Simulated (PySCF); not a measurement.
**FGeH3, SMILES `F[GeH3]`: what the electrons do**

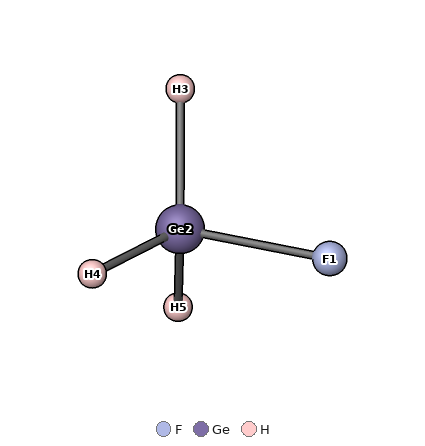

The molecule, with its atoms numbered as below. No frequency check shows the geometry to be a minimum.

Cartesian coordinates (Å):

```
F1      -1.4034    0.0000   -0.0004
Ge2      0.3312   -0.0000    0.0000
H3       0.6761    1.2358    0.7645
H4       0.6813    0.0442   -1.4502
H5       0.6760   -1.2800    0.6881
```

## 1. Bonding charge

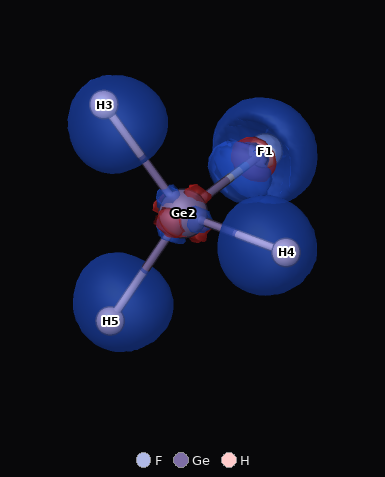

Deformation density (molecule less spherical, spin-averaged free atoms at the same positions), surfaces at ±0.14 e/Å³; blue: gain, red: loss.

Computed with PySCF, PBE/def2-TZVP, geometry: GFN2-xTB.

Question: Describe the bonding that the map shows.

Answer: Ge2–H4, Ge2–H3 and Ge2–H5: +0.28 e/Å³ at the bond critical point (bond length 1.49 Å, Mayer order 0.9). F1–Ge2: +0.02 e/Å³ at the bond critical point (bond length 1.74 Å, Mayer order 1.0); up to 0.6 Å beside the axis the gain reaches +0.18 e/Å³. In all, 1.1 electrons gather in the regions of gain relative to the promolecule. A small or negative value marks a very polar bond, one between electron-rich atoms, whose free-atom densities already overlap strongly, a long bond to a heavier atom, or a closed-shell contact such as a hydrogen bond.

## 2. Bond critical points

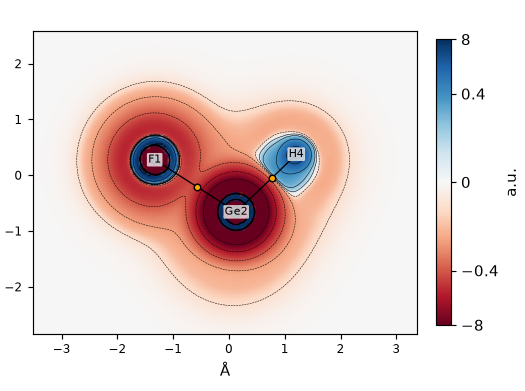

Negative Laplacian of the density (−∇²ρ) in the plane of F1, Ge2 and H4 (blue positive, red negative, colour scale in a.u., logarithmic beyond ±0.04), with bond paths and bond critical points (dots).

Question: Sort the bonds in the plane by the sign of ∇²ρ at their critical points.

Answer: At none is it concentrated. Depleted (∇²ρ > 0): Ge2–H4 (+0.06 a.u., H = −0.088); F1–Ge2 (+0.80 a.u., H = −0.047).

Question: Where along Ge2–H4 does the critical point lie?

Answer: 0.89 Å from Ge2 and 0.60 Å from H4.

## 3. Local ionisation energy

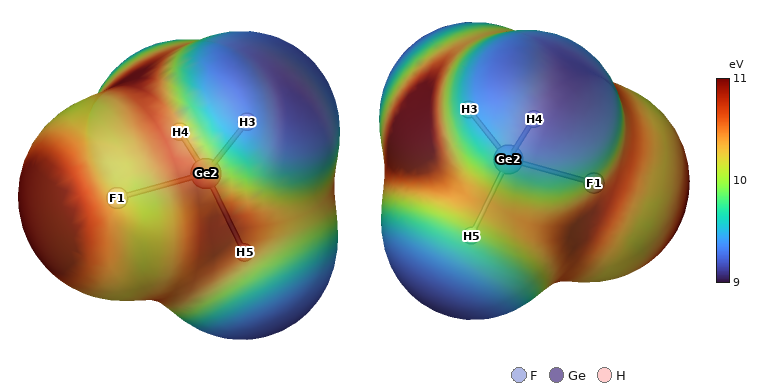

Average local ionisation energy on the surface of electron density 0.001 a.u. (back view left, front view right).

Question: Locate the minima of the map.

Answer: The lowest value is 9.1 eV, 1.5 Å from H5, and at like points elsewhere. Further minima include 10.1 eV, 1.7 Å from F1, and at like points elsewhere. For comparison, the highest occupied orbital lies at −8.1 eV.

Question: What volume does the surface enclose, and what is the dipole moment?

Answer: About 69 Å³; the dipole moment is 2.2 D.

## 4. In an electric field

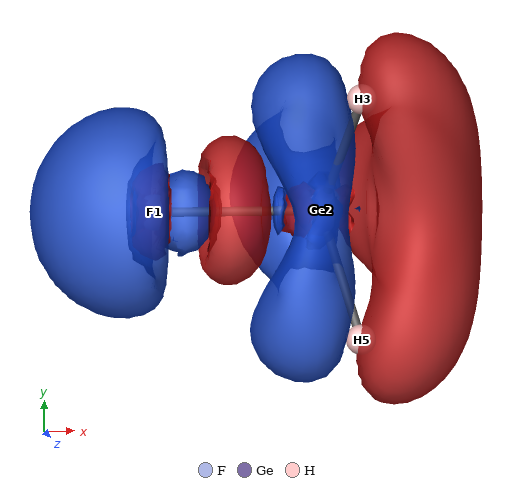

Change of the electron density in a uniform field of 0.21 V/Å, surfaces at ±0.001 e/Å³ (red: gain, blue: loss).

Level of theory: PBE/def2-TZVP (PySCF), at a geometry from GFN2-xTB. A basis without diffuse functions makes polarisabilities too small.

The field was applied in both directions; the picture shows the one opposite to the script's first.

Question: Along which Cartesian direction does the field point?

Answer: Along −x: electrons gather on the +x side, against the field.

Question: What dipole is induced, and what polarisability does it imply?

Answer: The induced dipole is 0.29 D (along the field); α along this axis, from the fields in both directions, is 28 bohr³ (4.2 Å³).
